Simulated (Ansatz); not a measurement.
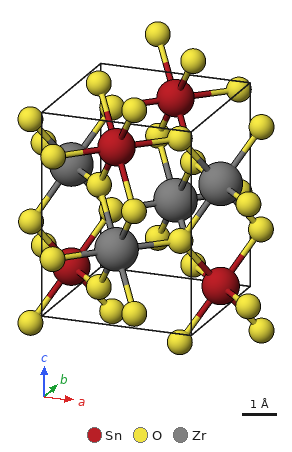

Crystalline ZrSnO$_{4}$ (built on the rutile host type), before the relaxation. A ball-and-stick model of the cell of the calculation, seen slightly off an axis.

These are results of DFT, PBEsol, plane waves, PAW in Ansatz, not measurements.

The input:
```yaml
crystal:
  lattice:
    - [4.8628851776, 0.0, 0.0]
    - [0.0, 4.8628851776, 0.0]
    - [0.0, 0.0, 6.527175714]
  atoms:
    - { symbol: Sn, position: [0.0, 0.5, 0.122636082] }
    - { symbol: Sn, position: [0.5, 0.0, 0.877363918] }
    - { symbol: O, position: [0.6960981554, 0.8039018446, 0.1249198341] }
    - { symbol: O, position: [0.3039018446, 0.1960981554, 0.1249198341] }
    - { symbol: O, position: [0.8039018446, 0.3039018446, 0.8750801659] }
    - { symbol: O, position: [0.1960981554, 0.6960981554, 0.8750801659] }
    - { symbol: Zr, position: [0.0, 0.5, 0.624410963] }
    - { symbol: Zr, position: [0.5, 0.0, 0.375589037] }
    - { symbol: O, position: [0.6931404084, 0.8068595916, 0.6277619162] }
    - { symbol: O, position: [0.3068595916, 0.1931404084, 0.6277619162] }
    - { symbol: O, position: [0.8068595916, 0.3068595916, 0.3722380838] }
    - { symbol: O, position: [0.1931404084, 0.6931404084, 0.3722380838] }
kpoints:
  mp_grid: { grid: [6, 6, 4] }
hamiltonian:
  xc: pbesol
scf:
  occupations: { method: fermi_dirac, width: 0.02 }
relax:
  f_tol: 0.005
  cell: {}
```

> Predict the outcome.

The largest moves relative to the cell, 0.004 Å, are those of O9, O10, O11 and O12. O10 goes along +c. Largest moves by element: O 0.004 Å, Sn 0.003 Å, Zr 0.001 Å. Cell: a = b 4.863 → 4.810 Å (−1.1 %), c 6.527 → 6.475 Å (−0.8 %). Volume −2.9 %. Some distances before and after: Sn1–O3 2.090 → 2.064 Å, Zr7–O10 2.110 → 2.088 Å, Sn1–O11 2.102 → 2.081 Å, O3–Zr8 2.120 → 2.105 Å. The space group stays P-42_1m (No. 113). After 6 accepted moves (8 points after the start) the energy has fallen by 80.8 meV per cell of the calculation. The largest force component goes from 0.041 to 0.0011 eV/Å. The pressure goes from −5.64 to 0.00 GPa. The SCF was repeated twice at an unchanged geometry on a basis and grid sized afresh for the cell, which shifted the energy by 18.5 meV per cell of the calculation at most. The run took 12 s on 1 × NVIDIA H100 80GB HBM3 with 2 threads of AMD EPYC 7R13 Processor (Zen 3), on a shared host, peak memory 1.3 GiB.

Step by step:

```json
{"step": "0", "E − E(0), meV/atom": "0.00", "largest force component, eV/Å": "0.0414", "pressure, GPa": "-5.64", "volume, Å³/atom": "12.863", "note": ""}
{"step": "1", "E − E(0), meV/atom": "-8.19", "largest force component, eV/Å": "0.0800", "pressure, GPa": "0.99", "volume, Å³/atom": "12.446", "note": ""}
{"step": "2", "E − E(0), meV/atom": "-8.22", "largest force component, eV/Å": "0.0126", "pressure, GPa": "-0.03", "volume, Å³/atom": "12.501", "note": ""}
{"step": "3", "E − E(0), meV/atom": "-8.24", "largest force component, eV/Å": "0.0079", "pressure, GPa": "-0.02", "volume, Å³/atom": "12.499", "note": ""}
{"step": "4", "E − E(0), meV/atom": "-8.25", "largest force component, eV/Å": "0.0059", "pressure, GPa": "0.00", "volume, Å³/atom": "12.496", "note": ""}
{"step": "5", "E − E(0), meV/atom": "-8.25", "largest force component, eV/Å": "0.0042", "pressure, GPa": "0.00", "volume, Å³/atom": "12.497", "note": ""}
{"step": "6", "E − E(0), meV/atom": "-6.71", "largest force component, eV/Å": "0.0045", "pressure, GPa": "-0.20", "volume, Å³/atom": "12.497", "note": "same geometry, new basis"}
{"step": "7", "E − E(0), meV/atom": "-6.77", "largest force component, eV/Å": "0.0010", "pressure, GPa": "0.00", "volume, Å³/atom": "12.484", "note": ""}
{"step": "8", "E − E(0), meV/atom": "-6.73", "largest force component, eV/Å": "0.0011", "pressure, GPa": "0.00", "volume, Å³/atom": "12.484", "note": "same geometry, new basis"}
```

Final geometry:

```
CELL_PARAMETERS angstrom
4.81006 0.00000 0.00000
0.00000 4.81006 0.00000
0.00000 0.00000 6.47508
ATOMIC_POSITIONS crystal
Sn 0.00000 0.50000 0.12220
Sn 0.50000 0.00000 0.87780
O 0.69654 0.80346 0.12469
O 0.30346 0.19654 0.12469
O 0.80346 0.30346 0.87531
O 0.19654 0.69654 0.87531
Zr 0.00000 0.50000 0.62422
Zr 0.50000 0.00000 0.37578
O 0.69310 0.80690 0.62844
O 0.30690 0.19310 0.62844
O 0.80690 0.30690 0.37156
O 0.19310 0.69310 0.37156
```

After the run, drawn alike:

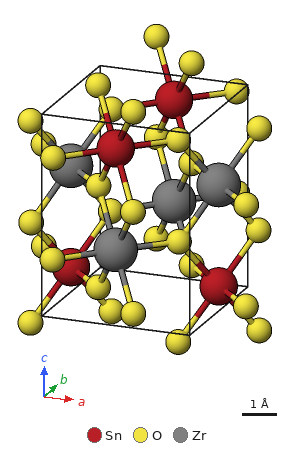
